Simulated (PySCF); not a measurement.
## A study: C5H5P, SMILES `c1ccpcc1`

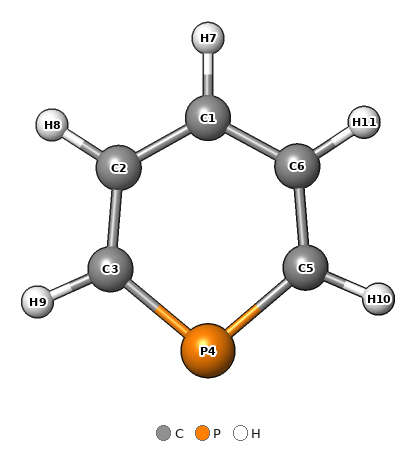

The molecule, with its atoms numbered as below. No frequency check shows the geometry to be a minimum.

Geometry (Å), atoms numbered from 1:

```
C1      -1.6776   -0.0000    0.0000
C2      -1.0107   -1.2152    0.0000
C3       0.3636   -1.3275    0.0000
P4       1.4797    0.0000    0.0000
C5       0.3635    1.3275    0.0000
C6      -1.0108    1.2151    0.0000
H7      -2.7583   -0.0001    0.0000
H8      -1.6009   -2.1234    0.0000
H9       0.7983   -2.3199    0.0000
H10      0.7981    2.3200    0.0000
H11     -1.6011    2.1233    0.0000
```

### 1. Excited states

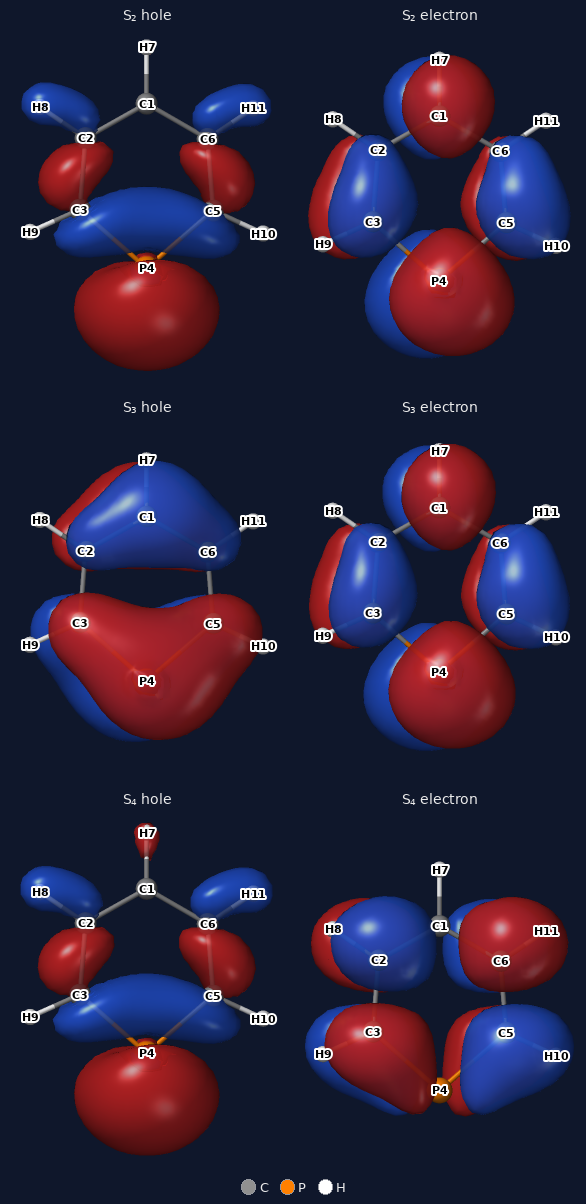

Leading natural transition orbitals (full linear response singlet states).

Method: CAM-B3LYP/def2-SVP; geometry: GFN2-xTB; program: PySCF. Without diffuse functions Rydberg states are missing, so the states' numbers hold for this basis only.

Question: Describe these excited states.

Answer: By state:
- S₂: 5.19 eV (239 nm), f = 0.023, n → π*; the leading pair carries 99 %; hole on P4 (66 %) and C3 and C5 (11 % each), electron on P4 (42 %), C1 (15 %) and C3 and C5 (13 % each); their centroids lie 0.9 Å apart.
- S₃: 5.35 eV (232 nm), f = 0.124 (bright), π → π*; the leading pair carries 88 %; hole on P4 (36 %), C1 (18 %) and C3 and C5 (12 % each), electron on P4 (38 %), C1 (16 %) and C3 and C5 (12 % each); their centroids lie 0.1 Å apart.
- S₄: 5.93 eV (209 nm), f = 0.000 (dark), n → π*; the leading pair carries 98 %; hole on P4 (64 %) and C3 and C5 (10 % each), electron on C2 and C6 (19 % each), C3 and C5 (18 % each) and P4 (10 %); their centroids lie 1.5 Å apart.

### 2. In an electric field

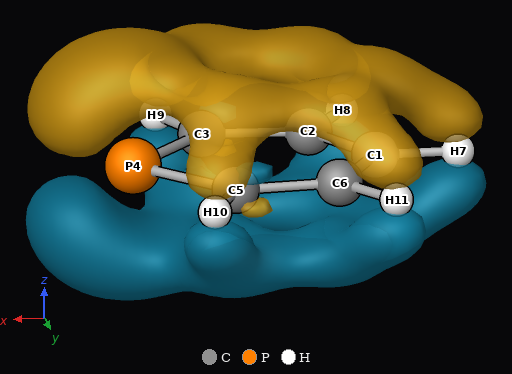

Change of the electron density in a uniform field of 0.51 V/Å, surfaces at ±0.003 e/Å³ (yellow: gain, teal: loss).

Computed with PySCF, B3LYP/aug-cc-pVDZ, geometry: GFN2-xTB.

The field was applied in both directions; the picture shows the one opposite to the script's first.

Question: Along which Cartesian direction does the field point?

Answer: Along −z: electrons gather on the +z side, against the field.

Question: How large is the response?

Answer: The induced dipole is 1.38 D (along the field); α along this axis, from the fields in both directions, is 54 bohr³ (8.0 Å³).

### 3. The π system

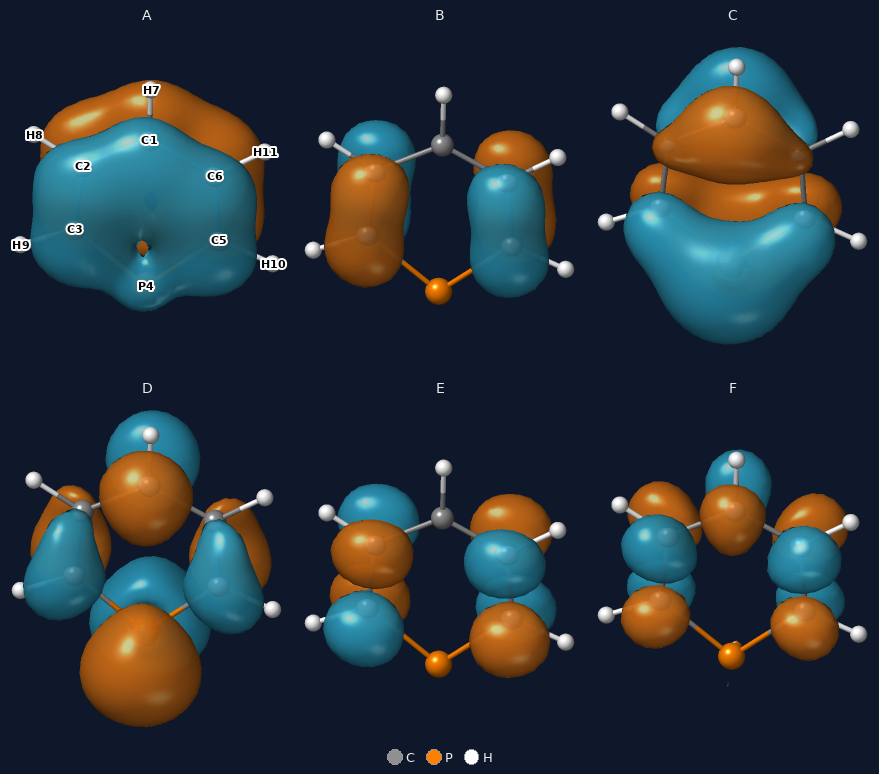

Natural orbitals of the π active space, CASSCF(6,6), triplet state at the geometry of the singlet, in order of falling occupation.

PySCF calculation, def2-SVP basis, gas phase; geometry: GFN2-xTB.

Question: What are the natural occupation numbers?

Answer: A 1.92, B 1.83, C 1.08, D 0.92, E 0.17, F 0.08.

Question: Where does the lowest triplet lie relative to the singlet, at this geometry and within this active space?

Answer: 3.49 eV above it by strongly contracted NEVPT2 (+3.00 eV by CASSCF); a small basis tends to put such gaps a few tenths of an eV too high. This is a vertical energy for π states alone; a state that uses lone pairs or σ orbitals may lie lower.
